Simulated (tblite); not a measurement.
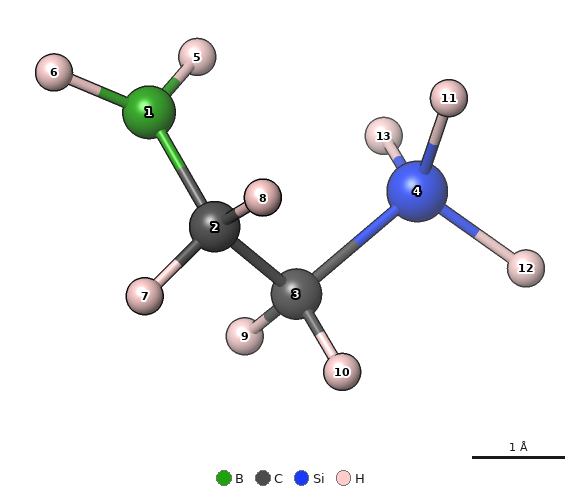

This is the input geometry for a relaxation of C2H9BSi. Style: ball-and-stick. Shown at a tilt.

These are results of GFN2-xTB geometry optimisation, gas phase in tblite 0.8.0, not measurements.

```xyz
13

B    -1.6763    0.5991   -0.4175
C    -0.9160   -0.7434   -0.0856
C     0.4982   -0.7589   -0.6178
Si    1.4985    0.6509    0.0718
H    -1.0787    1.6208   -0.5106
H    -2.8674    0.6608   -0.4992
H    -1.4270   -1.6141   -0.5819
H    -0.9798   -0.9457    1.0076
H     0.5424   -0.7273   -1.7281
H     0.9892   -1.7186   -0.3235
H     1.0051    0.9760    1.4207
H     2.8885    0.1749    0.1798
H     1.5189    1.8258   -0.7947
```

> Where does the relaxation end?

The largest move after the best rigid fit is that of H5, 1.21 Å. By element the largest moves are H 1.21 Å, B 0.27 Å, Si 0.22 Å, C 0.12 Å. Near-neighbour distances that change, for instance: C3–Si4 1.861 → 1.899 Å, B1–H6 1.195 → 1.170 Å, C2–H7 1.125 → 1.100 Å, C3–H10 1.117 → 1.094 Å. Bond angles that change, for instance: B1–C2–H7 110.3° → 105.0°, B1–C2–C3 112.7° → 117.0°, C3–C2–H8 113.4° → 109.2°. Groups turn about B1–C2 by about 45°, C3–Si4 by about 35°. The energy falls by 5.34 kcal/mol in 130 geometry steps.

History of the run:

```csv
step,"E − E(0), kcal/mol"
0,0.00
1,-1.86
2,-2.56
3,-3.10
4,-3.37
5,-3.48
6,-3.58
7,-3.69
8,-3.80
9,-3.88
10,-3.95
16,-4.19
23,-4.35
29,-4.39
35,-4.45
42,-4.52
48,-4.65
54,-4.83
61,-4.96
67,-5.04
73,-5.10
79,-5.16
86,-5.23
92,-5.25
98,-5.29
105,-5.31
111,-5.31
117,-5.32
124,-5.33
130,-5.34
```

The structure at the end:

```xyz
13

B    -1.7492    0.5870   -0.6782
C    -0.9466   -0.6332   -0.1142
C     0.5238   -0.7501   -0.5308
Si    1.6159    0.5937    0.2484
H    -1.3625    1.1845   -1.6061
H    -2.7821    0.8646   -0.2035
H    -1.4866   -1.5205   -0.4767
H    -1.0189   -0.6981    0.9753
H     0.5920   -0.6984   -1.6189
H     0.9072   -1.7340   -0.2457
H     1.6042    0.4406    1.7071
H     2.9890    0.4400   -0.2412
H     1.1096    1.9243   -0.0944
```

The end point in the same view:

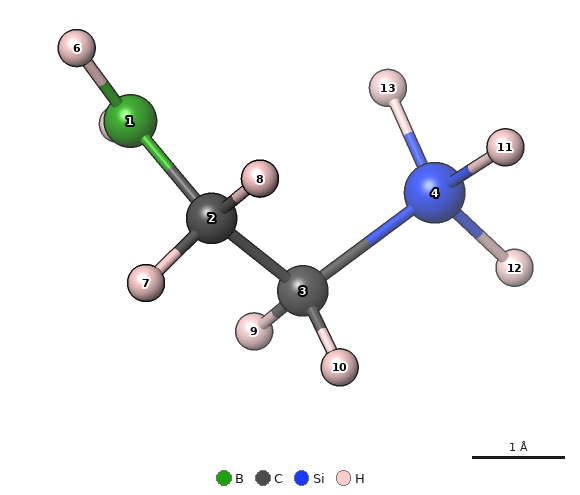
